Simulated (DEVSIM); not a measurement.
Device: Schottky contact on n-type GaAs, at 300 K.

```tsv
layer (left to right)	material	thickness (μm)	Nd (cm⁻³)	τn (s)	τp (s)
1	GaAs	18.0	1.3e16	4.5e-10	4.5e-10
```

Left contact: Schottky, work function 4.93 eV, emission velocity 1.5e6 cm/s. Right contact: ohmic. Voltage is applied to the left contact. Recombination: SRH at mid-gap, radiative, Auger. Mobility is constant in doping.

This is a model device: material constants are rounded textbook-type values typed into the input, and sizes, dopings and lifetimes were drawn at random. Values at 300 K.

```csv
parameter,GaAs
gap (eV),1.424
affinity (eV),4.07
permittivity,12.9
Nc (cm⁻³),4.7e17
Nv (cm⁻³),9e18
μn (cm²/Vs),8500
μp (cm²/Vs),400
B (cm³/s),2e-10
Cn (cm⁶/s),1e-30
Cp (cm⁶/s),1e-30
```

Model (solved in DEVSIM): 1D drift-diffusion, Boltzmann statistics, complete ionisation; no tunnelling, impact ionisation, image-force lowering or self-heating. Metal contacts follow the ideal Schottky-Mott rule: no Fermi-level pinning, no interface dipoles.

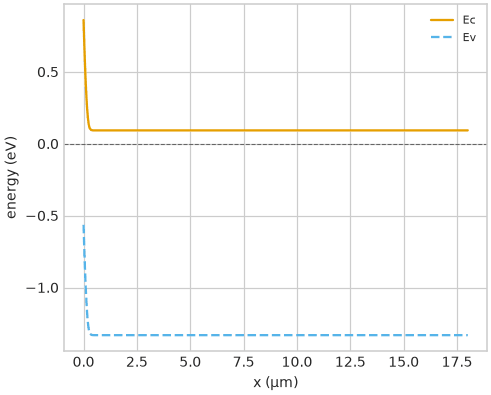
Fig. 1. Band edges at zero bias

Energies count from the Fermi level of the right contact; mesh points crowd at the junctions.

```tsv
x (μm)	Ec (eV)	Ev (eV)	n (cm⁻³)	p (cm⁻³)	field (V/cm)
0.000	0.860	-0.564	1700	3.0e9	-52000
0.01679	0.775	-0.649	45000	1.1e8	-49000
0.04253	0.655	-0.769	4600000	1100000	-44000
0.08898	0.469	-0.955	6.1e9	830	-36000
0.2018	0.182	-1.242	4.2e14	< 1e2	-15000
0.3594	0.095	-1.329	1.2e16	< 1e2	-630
0.6009	0.093	-1.331	1.3e16	< 1e2	≈ 0
1.224	0.093	-1.331	1.3e16	< 1e2	≈ 0
2.096	0.093	-1.331	1.3e16	< 1e2	≈ 0
3.574	0.093	-1.331	1.3e16	< 1e2	≈ 0
5.841	0.093	-1.331	1.3e16	< 1e2	≈ 0
10.96	0.093	-1.331	1.3e16	< 1e2	≈ 0
13.86	0.093	-1.331	1.3e16	< 1e2	≈ 0
15.57	0.093	-1.331	1.3e16	< 1e2	≈ 0
16.80	0.093	-1.331	1.3e16	< 1e2	≈ 0
17.27	0.093	-1.331	1.3e16	< 1e2	≈ 0
17.58	0.093	-1.331	1.3e16	< 1e2	≈ 0
17.76	0.093	-1.331	1.3e16	< 1e2	≈ 0
17.89	0.093	-1.331	1.3e16	< 1e2	≈ 0
17.94	0.093	-1.331	1.3e16	< 1e2	≈ 0
17.98	0.093	-1.331	1.3e16	< 1e2	≈ 0
18.00	0.093	-1.331	1.3e16	< 1e2	≈ 0
```
